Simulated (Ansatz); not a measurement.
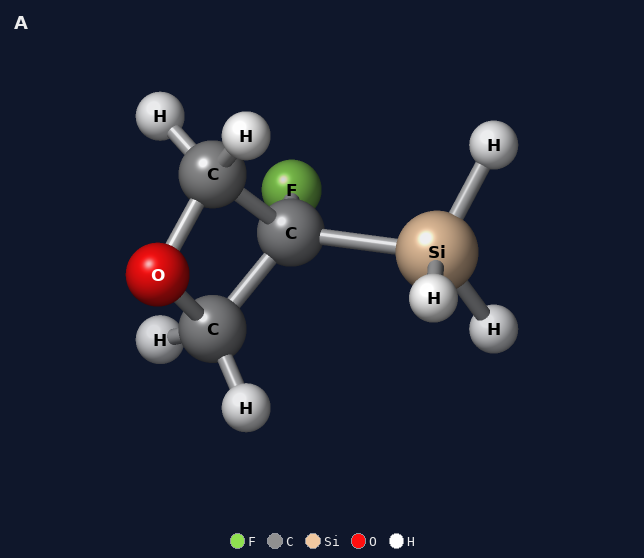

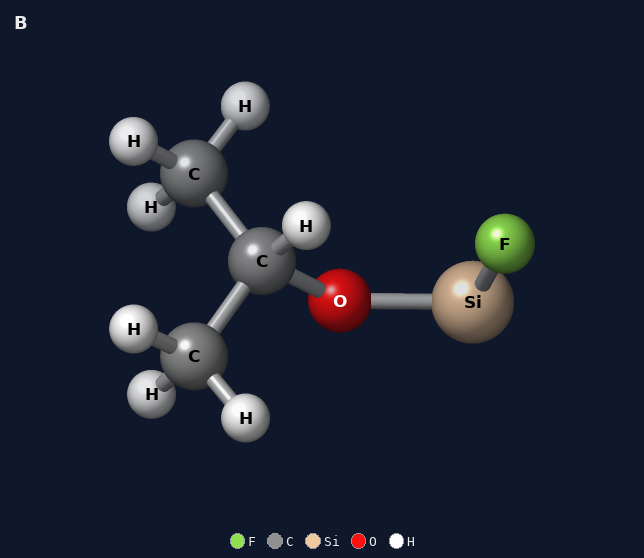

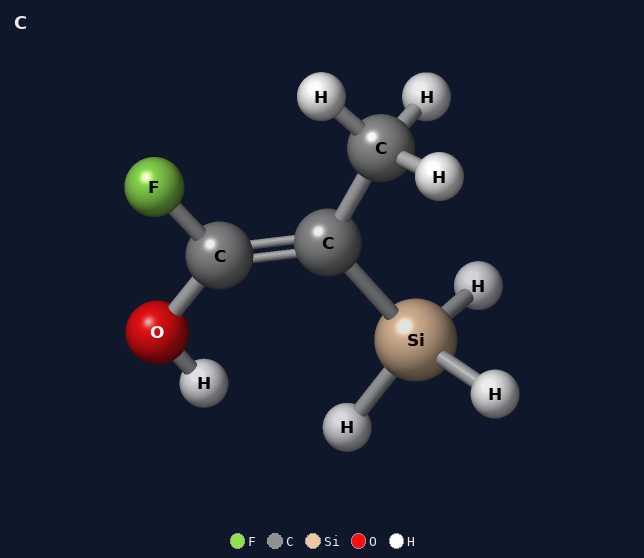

3 stationary structures of one formula. Geometries: PBE0-D4/def2-TZVP. Electronic energies: CCSD(T)/CBS (MP2 limit from def2-TZVPP and def2-QZVPP plus CCSD(T) − MP2) (Ansatz 0.2.0), without zero-point energy. No frequency run is at hand to confirm each as a minimum. Each is one conformer, not always the lowest.

Are they conformers, stereoisomers or constitutional isomers?

Answer. They are constitutional isomers of C3H7FOSi: A `FC1([SiH3])COC1`, B `CC(C)O[Si]F`, C `C/C([SiH3])=C(/O)F`.

Rank them by energy, lowest first.

Answer. B is lowest; C lies 71.0 kcal/mol above it, A lies 96.7 kcal/mol above it.
